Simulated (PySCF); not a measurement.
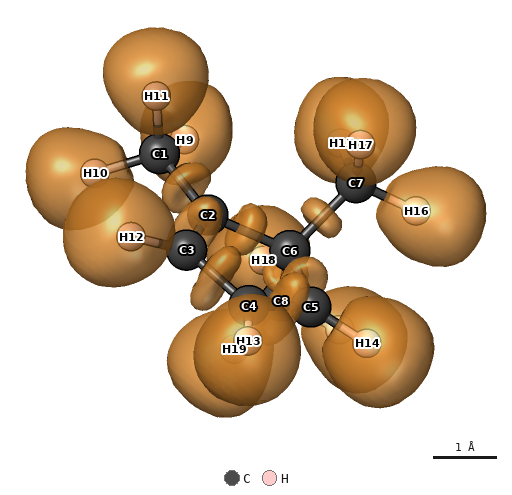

Figure 1: C₈H₁₂ (SMILES C[C+]1[CH]C=CC1(C)C) (charge +1, doublet). Isosurface of the ELF at 0.85 (orange), seen at an oblique angle. Only the valence region is drawn (cores and ρ < 0.01 e/Å³ removed).

Geometry: GFN2-xTB.

These are results of UKS B3LYP, pcH-1 on C H, non-relativistic, mean-field spin-orbit, GIAO (PySCF), not measurements.

```xyz
20

C    -1.3092    1.6810    0.0804
C    -0.8628    0.3224   -0.1720
C    -1.6492   -0.7110   -0.6900
C    -0.8923   -1.8917   -0.7694
C     0.3813   -1.6430   -0.3057
C     0.5197   -0.2135    0.0982
C     0.8966   -0.0893    1.5822
C     1.5746    0.4809   -0.7806
H    -0.5072    2.3453    0.3888
H    -1.8230    2.0850   -0.7976
H    -2.0845    1.6758    0.8567
H    -2.6807   -0.6166   -0.9834
H    -1.2584   -2.8344   -1.1364
H     1.1848   -2.3553   -0.2390
H     1.0224    0.9558    1.8521
H     1.8377   -0.6009    1.7676
H     0.1308   -0.5303    2.2155
H     1.6510    1.5322   -0.5165
H     1.3175    0.3986   -1.8338
H     2.5458    0.0198   -0.6202
```

Q: Where are the electrons localised?

A: At this value the surface marks out eight regions between bonded C–C atoms (shared pairs) and twelve regions around hydrogen nuclei. Profiles from the grid: C–C (1.38 Å): the ELF peaks at about 0.95 between the atoms: localised, covalent bonding. C–H (1.08 Å): the ELF climbs to about 1 towards the hydrogen, as it does in any bond to H; an ordinary covalent bond to hydrogen.
